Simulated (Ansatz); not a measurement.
Bond-angle distributions (per cent of the angles at each element, bins of 10°) of a relaxed model of amorphous Ge19Se38Sb4 at 4.74 g/cm³. All values below come from PBE-D3(BJ), scalar-relativistic without spin-orbit coupling, PAW (Ansatz default set, large-core Se) (plane waves to 420 eV; Ansatz, a first-principles code).

A CHGNet melt-quench gave the starting glass, which DFT then relaxed. The hot cell started wider than the set density and was brought back towards it in steps. It is the lowest in DFT energy of 3 quenches. It is a model cell: composition and starting density were chosen by hand, and all elements were melted together. The geometry includes D3(BJ) dispersion. Its density started from a set value of 4.40 and ended at 4.74 g/cm³. The quench (nominally 74 K/ps over its main leg) was far faster than any real one, so the model tends to hold more defects than a real film. A cell of this size samples the disorder only roughly. Volume and shape were free in the relaxation.

Neighbours within Ge-Ge 2.85 Å, Ge-Se 2.92 Å, Ge-Sb 3.11 Å, Se-Se 2.76 Å, Se-Sb 3.11 Å, Sb-Sb 3.34 Å count as bonded.

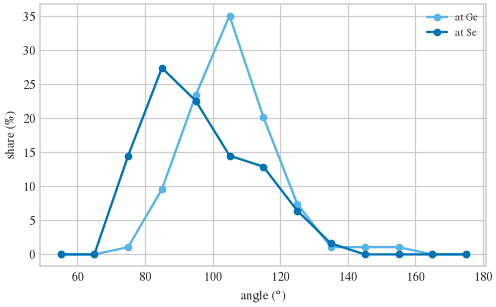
Fig. 1. Bond-angle distributions

They go with these counts of neighbours within the cut-offs, cation contacts included: Ge mean 3.6, most often 4; Se mean 2.3, most often 2.
